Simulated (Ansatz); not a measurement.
## Run report: CH10N2SSi, molecular dynamics (part 1 of 3)

System: CH10N2SSi.
Method: RKS B3LYP/6-31G* (Ansatz 0.2.0).

It belongs to a series of runs on one base structure; here: dynamics from the highest image of the converged band.

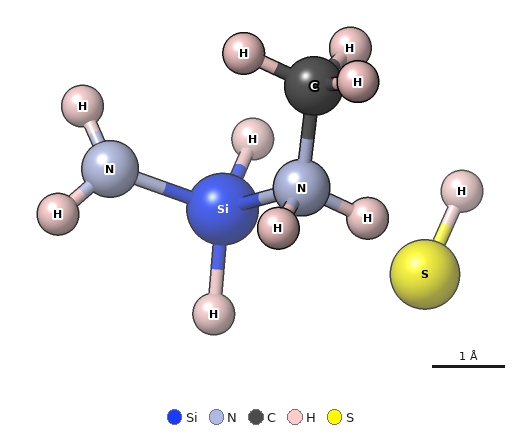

**Figure 1.** The structure as given in the input (ball-and-stick view, seen at a tilt). Bond lengths as drawn: C–H 1.09 Å, C–N 1.48 Å, H–N 1.01 to 1.09 Å, H–S 1.35 Å, H–Si 1.47 Å and N–Si 1.74 to 1.90 Å.

### Key numbers

- outcome: finished
- mean temperature over the second half: 359 K
- trajectory: 181 steps, 90.5 fs
- ensemble: nve
- temperature in the input: 300.0 K
- time step: 0.5 fs
- potential energy (last step): −22893.7634 eV
- mean-field energy (last step): −22893.7634 eV
- largest force (length of the vector) (last step): 2.737 eV/Å
- hardware: 2 threads of Arm Neoverse V2, 24 GiB of memory available, shared host
- wall time: 11 min (CPU time 21 min)
- peak memory: 0.24 GiB

### Remarks

So short a trajectory is not equilibrated.

### Input file
```yaml
crystal:
  periodic: [false, false, false]
  atoms:
    - { symbol: Si, position_ang: [0.338696, 0.993528, -0.510797] }
    - { symbol: "N", position_ang: [0.292663, -0.438942, 0.739162] }
    - { symbol: C, position_ang: [-0.492215, -1.631277, 0.332954] }
    - { symbol: H, position_ang: [1.269903, 1.98421, 0.049164] }
    - { symbol: H, position_ang: [-1.044001, 1.191491, -0.969625] }
    - { symbol: "N", position_ang: [1.150212, 0.316224, -1.890173] }
    - { symbol: H, position_ang: [-0.175993, 0.102026, 1.561211] }
    - { symbol: S, position_ang: [-1.003267, 1.873141, 2.038438] }
    - { symbol: H, position_ang: [1.243153, -0.7087, 1.005479] }
    - { symbol: H, position_ang: [-1.536694, -1.328955, 0.227462] }
    - { symbol: H, position_ang: [-0.120055, -2.011539, -0.621341] }
    - { symbol: H, position_ang: [-0.422691, -2.40865, 1.097692] }
    - { symbol: H, position_ang: [0.64874, 0.062965, -2.731392] }
    - { symbol: H, position_ang: [2.132069, 0.477021, -2.074681] }
    - { symbol: H, position_ang: [-2.280318, 1.527359, 1.746444] }
basis:
  gaussian: { orbitals: "6-31G*" }
hamiltonian:
  xc: b3lyp
md:
  timestep: 0.5
  n_steps: 181
  ensemble: nve
  temperature: 300.0
  initial_velocities: maxwell_boltzmann
  seed: 5356
```

Command:
```bash
ansatz run input.yaml --threads 2 --pin off --max-ram 3072MiB --backend cpu --events-out ev --progress --plain --runs-dir out
```

### The program's output
```
Engine: ansatz 0.2.0, aarch64-unknown-linux-gnu
Functional definition: B3LYP
  parameter a0 = 0.2
  parameter ax = 0.72
  parameter ac = 0.81
  exchange = (1 - a0 - ax)*slater_x + ax*b88_x + a0*exact_x
  correlation = (1 - ac)*vwn_rpa_c + ac*lyp_c
1178 factors; integrals over basis functions are off by at most 6.0e-4 eV
mean field evaluation 1: about -22883.6855 eV, gradient 6.8e1 eV
mean field evaluation 2: about -22874.0390 eV, gradient 9.2e1 eV
mean field evaluation 4: about -22893.3479 eV, gradient 4.1e0 eV
mean field evaluation 8: about -22893.4074 eV, gradient 5.3e-2 eV
mean field evaluation 16: about -22893.4074 eV, gradient 1.9e-5 eV
mean field -22893.40740789 eV, -841.3172045311 hartree, gradient 1.9e-5 eV, S^2 0.000000; 0 other end points of the search recorded, 0 dependent functions left out
the calculation of the forces begins
reference -22893.40766667 eV, -841.3172140409 hartree; 30, 30 occupied and 73, 73 virtual orbitals, 1178 factors
md step     0: t =     0.00 fs  T =   300.0 K  F+E_penalty+E_count = -22893.40740789 eV  E_kin = 0.504114 eV  conserved = -22892.90329389 eV  (27 SCF iters)
these checks for a lower state are left out or cut short: starts, cluster_reference, orbital_swaps, neighbouring_geometries, increment
1178 factors; integrals over basis functions are off by at most 5.9e-4 eV
mean field -22893.39642622 eV, -841.3168009620 hartree, gradient 7.0e-6 eV, S^2 0.000000; 0 other end points of the search recorded, 0 dependent functions left out
the calculation of the forces begins
reference -22893.39668499 eV, -841.3168104719 hartree; 30, 30 occupied and 73, 73 virtual orbitals, 1178 factors
md step     1: t =     0.50 fs  T =   293.6 K  F+E_penalty+E_count = -22893.39642622 eV  E_kin = 0.493395 eV  conserved = -22892.90303105 eV  (30 SCF iters)
[... from here on the SCF iterations and repeated set-up lines of each step are left out, up to the last step ...]
md step     2: t =     1.00 fs  T =   276.7 K  F+E_penalty+E_count = -22893.36747467 eV  E_kin = 0.465036 eV  conserved = -22892.90243848 eV  (30 SCF iters)
md step     3: t =     1.50 fs  T =   254.6 K  F+E_penalty+E_count = -22893.32956915 eV  E_kin = 0.427814 eV  conserved = -22892.90175469 eV  (30 SCF iters)
md step     4: t =     2.00 fs  T =   233.2 K  F+E_penalty+E_count = -22893.29314833 eV  E_kin = 0.391879 eV  conserved = -22892.90126954 eV  (30 SCF iters)
md step     5: t =     2.50 fs  T =   216.9 K  F+E_penalty+E_count = -22893.26565841 eV  E_kin = 0.364495 eV  conserved = -22892.90116297 eV  (30 SCF iters)
md step     6: t =     3.00 fs  T =   206.8 K  F+E_penalty+E_count = -22893.24881899 eV  E_kin = 0.347422 eV  conserved = -22892.90139676 eV  (29 SCF iters)
md step     7: t =     3.50 fs  T =   200.8 K  F+E_penalty+E_count = -22893.23912265 eV  E_kin = 0.337355 eV  conserved = -22892.90176770 eV  (30 SCF iters)
md step     8: t =     4.00 fs  T =   195.7 K  F+E_penalty+E_count = -22893.23085369 eV  E_kin = 0.328797 eV  conserved = -22892.90205640 eV  (29 SCF iters)
md step     9: t =     4.50 fs  T =   188.8 K  F+E_penalty+E_count = -22893.21945886 eV  E_kin = 0.317321 eV  conserved = -22892.90213808 eV  (28 SCF iters)
md step    10: t =     5.00 fs  T =   179.5 K  F+E_penalty+E_count = -22893.20356678 eV  E_kin = 0.301567 eV  conserved = -22892.90199941 eV  (28 SCF iters)
md step    11: t =     5.50 fs  T =   168.7 K  F+E_penalty+E_count = -22893.18527018 eV  E_kin = 0.283559 eV  conserved = -22892.90171119 eV  (29 SCF iters)
md step    12: t =     6.00 fs  T =   159.3 K  F+E_penalty+E_count = -22893.16904146 eV  E_kin = 0.267646 eV  conserved = -22892.90139504 eV  (25 SCF iters)
md step    13: t =     6.50 fs  T =   153.9 K  F+E_penalty+E_count = -22893.15980261 eV  E_kin = 0.258614 eV  conserved = -22892.90118827 eV  (25 SCF iters)
md step    14: t =     7.00 fs  T =   154.5 K  F+E_penalty+E_count = -22893.16076118 eV  E_kin = 0.259569 eV  conserved = -22892.90119237 eV  (23 SCF iters)
md step    15: t =     7.50 fs  T =   160.9 K  F+E_penalty+E_count = -22893.17183531 eV  E_kin = 0.270410 eV  conserved = -22892.90142489 eV  (25 SCF iters)
md step    16: t =     8.00 fs  T =   171.1 K  F+E_penalty+E_count = -22893.18939988 eV  E_kin = 0.287592 eV  conserved = -22892.90180786 eV  (30 SCF iters)
md step    17: t =     8.50 fs  T =   181.7 K  F+E_penalty+E_count = -22893.20751228 eV  E_kin = 0.305309 eV  conserved = -22892.90220293 eV  (28 SCF iters)
md step    18: t =     9.00 fs  T =   189.0 K  F+E_penalty+E_count = -22893.22009630 eV  E_kin = 0.317633 eV  conserved = -22892.90246317 eV  (28 SCF iters)
md step    19: t =     9.50 fs  T =   190.9 K  F+E_penalty+E_count = -22893.22325475 eV  E_kin = 0.320770 eV  conserved = -22892.90248448 eV  (28 SCF iters)
md step    20: t =    10.00 fs  T =   187.2 K  F+E_penalty+E_count = -22893.21685723 eV  E_kin = 0.314600 eV  conserved = -22892.90225736 eV  (29 SCF iters)
md step    21: t =    10.50 fs  T =   180.1 K  F+E_penalty+E_count = -22893.20460522 eV  E_kin = 0.302708 eV  conserved = -22892.90189746 eV  (29 SCF iters)
md step    22: t =    11.00 fs  T =   172.9 K  F+E_penalty+E_count = -22893.19218023 eV  E_kin = 0.290574 eV  conserved = -22892.90160612 eV  (30 SCF iters)
md step    23: t =    11.50 fs  T =   168.2 K  F+E_penalty+E_count = -22893.18416692 eV  E_kin = 0.282622 eV  conserved = -22892.90154464 eV  (30 SCF iters)
md step    24: t =    12.00 fs  T =   166.6 K  F+E_penalty+E_count = -22893.18161802 eV  E_kin = 0.279899 eV  conserved = -22892.90171947 eV  (28 SCF iters)
md step    25: t =    12.50 fs  T =   166.6 K  F+E_penalty+E_count = -22893.18193698 eV  E_kin = 0.279949 eV  conserved = -22892.90198803 eV  (28 SCF iters)
md step    26: t =    13.00 fs  T =   165.9 K  F+E_penalty+E_count = -22893.18099245 eV  E_kin = 0.278815 eV  conserved = -22892.90217761 eV  (28 SCF iters)
md step    27: t =    13.50 fs  T =   162.8 K  F+E_penalty+E_count = -22893.17576500 eV  E_kin = 0.273573 eV  conserved = -22892.90219215 eV  (28 SCF iters)
md step    28: t =    14.00 fs  T =   157.0 K  F+E_penalty+E_count = -22893.16590588 eV  E_kin = 0.263869 eV  conserved = -22892.90203701 eV  (29 SCF iters)
md step    29: t =    14.50 fs  T =   149.9 K  F+E_penalty+E_count = -22893.15374284 eV  E_kin = 0.251956 eV  conserved = -22892.90178668 eV  (28 SCF iters)
md step    30: t =    15.00 fs  T =   143.8 K  F+E_penalty+E_count = -22893.14313509 eV  E_kin = 0.241586 eV  conserved = -22892.90154900 eV  (24 SCF iters)
md step    31: t =    15.50 fs  T =   140.6 K  F+E_penalty+E_count = -22893.13776101 eV  E_kin = 0.236330 eV  conserved = -22892.90143061 eV  (24 SCF iters)
md step    32: t =    16.00 fs  T =   141.6 K  F+E_penalty+E_count = -22893.13943748 eV  E_kin = 0.237943 eV  conserved = -22892.90149412 eV  (24 SCF iters)
md step    33: t =    16.50 fs  T =   146.1 K  F+E_penalty+E_count = -22893.14714638 eV  E_kin = 0.245423 eV  conserved = -22892.90172374 eV  (25 SCF iters)
md step    34: t =    17.00 fs  T =   151.9 K  F+E_penalty+E_count = -22893.15728268 eV  E_kin = 0.255253 eV  conserved = -22892.90202927 eV  (28 SCF iters)
md step    35: t =    17.50 fs  T =   156.4 K  F+E_penalty+E_count = -22893.16507513 eV  E_kin = 0.262790 eV  conserved = -22892.90228541 eV  (28 SCF iters)
md step    36: t =    18.00 fs  T =   157.2 K  F+E_penalty+E_count = -22893.16656103 eV  E_kin = 0.264179 eV  conserved = -22892.90238224 eV  (29 SCF iters)
md step    37: t =    18.50 fs  T =   153.6 K  F+E_penalty+E_count = -22893.16033494 eV  E_kin = 0.258076 eV  conserved = -22892.90225891 eV  (28 SCF iters)
md step    38: t =    19.00 fs  T =   146.7 K  F+E_penalty+E_count = -22893.14849137 eV  E_kin = 0.246562 eV  conserved = -22892.90192932 eV  (29 SCF iters)
md step    39: t =    19.50 fs  T =   139.7 K  F+E_penalty+E_count = -22893.13633192 eV  E_kin = 0.234827 eV  conserved = -22892.90150501 eV  (25 SCF iters)
md step    40: t =    20.00 fs  T =   136.5 K  F+E_penalty+E_count = -22893.13053592 eV  E_kin = 0.229353 eV  conserved = -22892.90118251 eV  (27 SCF iters)
md step    41: t =    20.50 fs  T =   139.8 K  F+E_penalty+E_count = -22893.13609442 eV  E_kin = 0.234942 eV  conserved = -22892.90115280 eV  (23 SCF iters)
md step    42: t =    21.00 fs  T =   149.9 K  F+E_penalty+E_count = -22893.15343003 eV  E_kin = 0.251964 eV  conserved = -22892.90146646 eV  (24 SCF iters)
md step    43: t =    21.50 fs  T =   164.1 K  F+E_penalty+E_count = -22893.17766246 eV  E_kin = 0.275681 eV  conserved = -22892.90198110 eV  (24 SCF iters)
md step    44: t =    22.00 fs  T =   177.5 K  F+E_penalty+E_count = -22893.20077663 eV  E_kin = 0.298327 eV  conserved = -22892.90245002 eV  (30 SCF iters)
md step    45: t =    22.50 fs  T =   186.1 K  F+E_penalty+E_count = -22893.21538074 eV  E_kin = 0.312706 eV  conserved = -22892.90267515 eV  (28 SCF iters)
md step    46: t =    23.00 fs  T =   187.6 K  F+E_penalty+E_count = -22893.21781582 eV  E_kin = 0.315224 eV  conserved = -22892.90259158 eV  (29 SCF iters)
md step    47: t =    23.50 fs  T =   182.7 K  F+E_penalty+E_count = -22893.20925217 eV  E_kin = 0.306988 eV  conserved = -22892.90226404 eV  (30 SCF iters)
md step    48: t =    24.00 fs  T =   174.3 K  F+E_penalty+E_count = -22893.19474251 eV  E_kin = 0.292905 eV  conserved = -22892.90183756 eV  (30 SCF iters)
md step    49: t =    24.50 fs  T =   166.3 K  F+E_penalty+E_count = -22893.18095497 eV  E_kin = 0.279474 eV  conserved = -22892.90148053 eV  (30 SCF iters)
md step    50: t =    25.00 fs  T =   162.0 K  F+E_penalty+E_count = -22893.17351349 eV  E_kin = 0.272189 eV  conserved = -22892.90132451 eV  (23 SCF iters)
md step    51: t =    25.50 fs  T =   162.8 K  F+E_penalty+E_count = -22893.17491604 eV  E_kin = 0.273501 eV  conserved = -22892.90141482 eV  (24 SCF iters)
md step    52: t =    26.00 fs  T =   167.9 K  F+E_penalty+E_count = -22893.18380262 eV  E_kin = 0.282104 eV  conserved = -22892.90169834 eV  (23 SCF iters)
md step    53: t =    26.50 fs  T =   174.8 K  F+E_penalty+E_count = -22893.19576529 eV  E_kin = 0.293709 eV  conserved = -22892.90205625 eV  (30 SCF iters)
md step    54: t =    27.00 fs  T =   180.2 K  F+E_penalty+E_count = -22893.20522737 eV  E_kin = 0.302877 eV  conserved = -22892.90234996 eV  (30 SCF iters)
md step    55: t =    27.50 fs  T =   181.6 K  F+E_penalty+E_count = -22893.20766049 eV  E_kin = 0.305202 eV  conserved = -22892.90245805 eV  (30 SCF iters)
md step    56: t =    28.00 fs  T =   178.0 K  F+E_penalty+E_count = -22893.20150188 eV  E_kin = 0.299190 eV  conserved = -22892.90231207 eV  (30 SCF iters)
md step    57: t =    28.50 fs  T =   170.9 K  F+E_penalty+E_count = -22893.18915931 eV  E_kin = 0.287216 eV  conserved = -22892.90194372 eV  (31 SCF iters)
md step    58: t =    29.00 fs  T =   163.6 K  F+E_penalty+E_count = -22893.17639813 eV  E_kin = 0.274885 eV  conserved = -22892.90151346 eV  (30 SCF iters)
md step    59: t =    29.50 fs  T =   159.8 K  F+E_penalty+E_count = -22893.16979261 eV  E_kin = 0.268539 eV  conserved = -22892.90125391 eV  (31 SCF iters)
md step    60: t =    30.00 fs  T =   161.8 K  F+E_penalty+E_count = -22893.17318563 eV  E_kin = 0.271861 eV  conserved = -22892.90132505 eV  (28 SCF iters)
md step    61: t =    30.50 fs  T =   168.8 K  F+E_penalty+E_count = -22893.18530879 eV  E_kin = 0.283615 eV  conserved = -22892.90169364 eV  (31 SCF iters)
md step    62: t =    31.00 fs  T =   177.4 K  F+E_penalty+E_count = -22893.20029543 eV  E_kin = 0.298138 eV  conserved = -22892.90215721 eV  (31 SCF iters)
md step    63: t =    31.50 fs  T =   183.5 K  F+E_penalty+E_count = -22893.21075076 eV  E_kin = 0.308269 eV  conserved = -22892.90248222 eV  (31 SCF iters)
md step    64: t =    32.00 fs  T =   183.8 K  F+E_penalty+E_count = -22893.21134976 eV  E_kin = 0.308818 eV  conserved = -22892.90253207 eV  (30 SCF iters)
md step    65: t =    32.50 fs  T =   177.8 K  F+E_penalty+E_count = -22893.20103189 eV  E_kin = 0.298728 eV  conserved = -22892.90230383 eV  (31 SCF iters)
md step    66: t =    33.00 fs  T =   167.4 K  F+E_penalty+E_count = -22893.18311833 eV  E_kin = 0.281215 eV  conserved = -22892.90190296 eV  (31 SCF iters)
md step    67: t =    33.50 fs  T =   156.0 K  F+E_penalty+E_count = -22893.16370105 eV  E_kin = 0.262210 eV  conserved = -22892.90149094 eV  (30 SCF iters)
md step    68: t =    34.00 fs  T =   147.5 K  F+E_penalty+E_count = -22893.14912355 eV  E_kin = 0.247901 eV  conserved = -22892.90122221 eV  (25 SCF iters)
md step    69: t =    34.50 fs  T =   144.2 K  F+E_penalty+E_count = -22893.14354879 eV  E_kin = 0.242362 eV  conserved = -22892.90118667 eV  (25 SCF iters)
md step    70: t =    35.00 fs  T =   146.5 K  F+E_penalty+E_count = -22893.14754273 eV  E_kin = 0.246166 eV  conserved = -22892.90137631 eV  (24 SCF iters)
md step    71: t =    35.50 fs  T =   152.6 K  F+E_penalty+E_count = -22893.15817007 eV  E_kin = 0.256470 eV  conserved = -22892.90170031 eV  (24 SCF iters)
md step    72: t =    36.00 fs  T =   159.7 K  F+E_penalty+E_count = -22893.17039997 eV  E_kin = 0.268371 eV  conserved = -22892.90202923 eV  (25 SCF iters)
md step    73: t =    36.50 fs  T =   164.8 K  F+E_penalty+E_count = -22893.17915964 eV  E_kin = 0.276924 eV  conserved = -22892.90223599 eV  (31 SCF iters)
md step    74: t =    37.00 fs  T =   166.1 K  F+E_penalty+E_count = -22893.18135374 eV  E_kin = 0.279124 eV  conserved = -22892.90222952 eV  (31 SCF iters)
md step    75: t =    37.50 fs  T =   163.8 K  F+E_penalty+E_count = -22893.17727442 eV  E_kin = 0.275284 eV  conserved = -22892.90199071 eV  (31 SCF iters)
md step    76: t =    38.00 fs  T =   160.2 K  F+E_penalty+E_count = -22893.17080755 eV  E_kin = 0.269196 eV  conserved = -22892.90161105 eV  (24 SCF iters)
md step    77: t =    38.50 fs  T =   158.7 K  F+E_penalty+E_count = -22893.16792732 eV  E_kin = 0.266647 eV  conserved = -22892.90128050 eV  (25 SCF iters)
md step    78: t =    39.00 fs  T =   162.2 K  F+E_penalty+E_count = -22893.17375625 eV  E_kin = 0.272567 eV  conserved = -22892.90118947 eV  (25 SCF iters)
md step    79: t =    39.50 fs  T =   171.6 K  F+E_penalty+E_count = -22893.18970681 eV  E_kin = 0.288311 eV  conserved = -22892.90139534 eV  (25 SCF iters)
md step    80: t =    40.00 fs  T =   185.0 K  F+E_penalty+E_count = -22893.21262837 eV  E_kin = 0.310847 eV  conserved = -22892.90178160 eV  (27 SCF iters)
md step    81: t =    40.50 fs  T =   199.0 K  F+E_penalty+E_count = -22893.23654646 eV  E_kin = 0.334397 eV  conserved = -22892.90214991 eV  (31 SCF iters)
md step    82: t =    41.00 fs  T =   210.3 K  F+E_penalty+E_count = -22893.25568258 eV  E_kin = 0.353335 eV  conserved = -22892.90234737 eV  (30 SCF iters)
md step    83: t =    41.50 fs  T =   216.9 K  F+E_penalty+E_count = -22893.26686318 eV  E_kin = 0.364535 eV  conserved = -22892.90232851 eV  (31 SCF iters)
md step    84: t =    42.00 fs  T =   219.1 K  F+E_penalty+E_count = -22893.27030593 eV  E_kin = 0.368160 eV  conserved = -22892.90214592 eV  (31 SCF iters)
md step    85: t =    42.50 fs  T =   218.4 K  F+E_penalty+E_count = -22893.26884022 eV  E_kin = 0.366928 eV  conserved = -22892.90191259 eV  (31 SCF iters)
md step    86: t =    43.00 fs  T =   216.8 K  F+E_penalty+E_count = -22893.26614295 eV  E_kin = 0.364389 eV  conserved = -22892.90175364 eV  (31 SCF iters)
md step    87: t =    43.50 fs  T =   216.0 K  F+E_penalty+E_count = -22893.26478672 eV  E_kin = 0.363040 eV  conserved = -22892.90174707 eV  (31 SCF iters)
md step    88: t =    44.00 fs  T =   216.1 K  F+E_penalty+E_count = -22893.26500745 eV  E_kin = 0.363122 eV  conserved = -22892.90188568 eV  (31 SCF iters)
md step    89: t =    44.50 fs  T =   215.9 K  F+E_penalty+E_count = -22893.26479637 eV  E_kin = 0.362712 eV  conserved = -22892.90208393 eV  (31 SCF iters)
md step    90: t =    45.00 fs  T =   213.6 K  F+E_penalty+E_count = -22893.26120567 eV  E_kin = 0.358978 eV  conserved = -22892.90222811 eV  (31 SCF iters)
md step    91: t =    45.50 fs  T =   208.2 K  F+E_penalty+E_count = -22893.25212173 eV  E_kin = 0.349893 eV  conserved = -22892.90222883 eV  (30 SCF iters)
md step    92: t =    46.00 fs  T =   199.8 K  F+E_penalty+E_count = -22893.23770706 eV  E_kin = 0.335662 eV  conserved = -22892.90204496 eV  (29 SCF iters)
md step    93: t =    46.50 fs  T =   190.0 K  F+E_penalty+E_count = -22893.22104694 eV  E_kin = 0.319345 eV  conserved = -22892.90170155 eV  (30 SCF iters)
md step    94: t =    47.00 fs  T =   182.3 K  F+E_penalty+E_count = -22893.20768894 eV  E_kin = 0.306380 eV  conserved = -22892.90130939 eV  (31 SCF iters)
md step    95: t =    47.50 fs  T =   180.2 K  F+E_penalty+E_count = -22893.20381018 eV  E_kin = 0.302753 eV  conserved = -22892.90105693 eV  (31 SCF iters)
```
